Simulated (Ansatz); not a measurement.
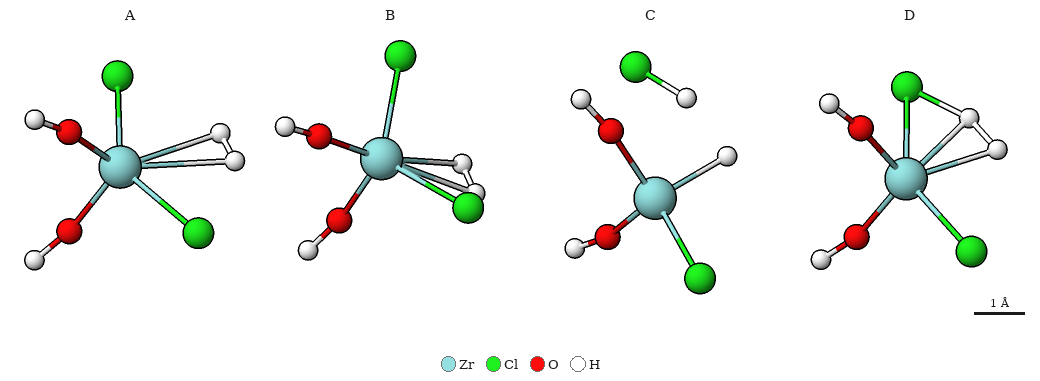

4 geometries from one relaxation of ZrH$_{4}$O$_{2}$Cl$_{2}$, in shuffled order. The picture is a ball-and-stick view, seen from a free direction.

The run prepares an end point of a later path (reaction) calculation, from a guessed geometry.

These are results of RKS LDA/def2-SVP (Ansatz 0.2.0), not measurements. Set-up: no spin polarisation; force threshold 0.03 eV/Å; at most 50 steps.

Q: Order the frames from highest to lowest energy.

A: C, D, A, B. They are steps 0, 6, 14, 24, at +174.3 kJ/mol, +103.1 kJ/mol, +19.9 kJ/mol relative to the last. The atom that moves furthest after the best rigid fit is a Cl atom (1.61 Å). By element the largest moves are Cl 1.61 Å, H 1.52 Å, Zr 0.90 Å, O 0.65 Å. Near-neighbour distances that change, for instance: Cl–Zr 3.714 → 2.366 Å, Cl–H 1.349 → 2.607 Å, H–H 1.850 → 0.793 Å, H–Zr 1.859 → 2.424 Å. New bonds form, among them: Cl–Zr (3.71 → 2.37 Å), H–H (1.85 → 0.79 Å). Bonds break, among them: Cl–H (1.35 → 2.61 Å). Among the angles between lasting bonds that change: O–Zr–H 105.1° → 168.9°, Cl–Zr–H 105.8° → 66.0°, O–Zr–H 105.3° → 79.9°. After 22 accepted moves (24 points after the start) the energy has fallen by 174.3 kJ/mol. The largest force component goes from 0.52 to 0.005 eV/Å. The line search rejected the trial steps at points 13, 20 of the run.
